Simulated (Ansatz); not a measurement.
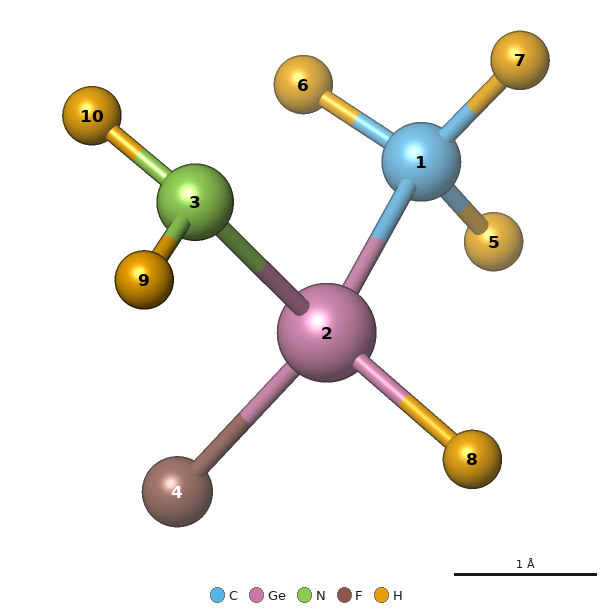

Orthographic view. Atoms fade into the background with distance from the viewer. Computed geometry: PBE0-D4/def2-TZVP optimisation.

Write a Z-matrix (Å, degrees) in the order of the atom numbers, with these reference atoms: 2 to 1; 3 to 2, 1; 4 to 2, 3, 1; 5 to 1, 2, 4; 6 to 1, 5, 2; 7 to 1, 5, 6; 8 to 2, 4, 1; 9 to 3, 2, 8; 10 to 3, 9, 2.

```
C  
Ge   1   1.931
N    2   1.817   1   110.4
F    2   1.757   3   110.7   1  -116.3
H    1   1.090   2   110.0   4   -57.5
H    1   1.091   5   108.6   2  -120.0
H    1   1.091   5   109.2   6  -118.7
H    2   1.534   4   104.6   1  -124.1
H    3   1.010   2   115.8   8   -48.4
H    3   1.010   9   109.3   2   133.1
```
